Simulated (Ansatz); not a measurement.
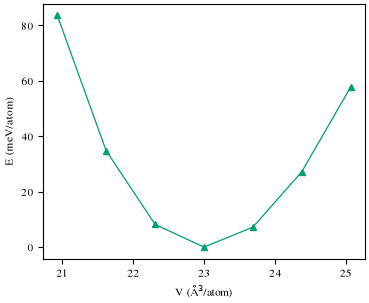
*BiPt (NiAs type, P6_3/mmc) under volume change, r²SCAN in the plane-wave PAW code Ansatz, shape and atoms relaxed at each volume.*

Problem. What does a third-order Birch–Murnaghan fit give for V₀, B₀ and B′?

Solution. V₀ = 23.00 Å³/atom, B₀ = 119 GPa, B′ = 5.1.

The first step of the workflow began from a Materials Project structure, measured or hypothetical; the Crystallography Open Database files this formula in space group No. 194, but the cells were not matched. Whether it is the stable phase at ambient conditions was not checked. The r²SCAN relaxation kept the symmetry of its start; of distortions, only those at the zone centre were tested. No spin polarisation was allowed. Scalar-relativistic: spin–orbit coupling is off unless named, which matters more the heavier the elements.

Potentials: the later of the program's two PAW sets.
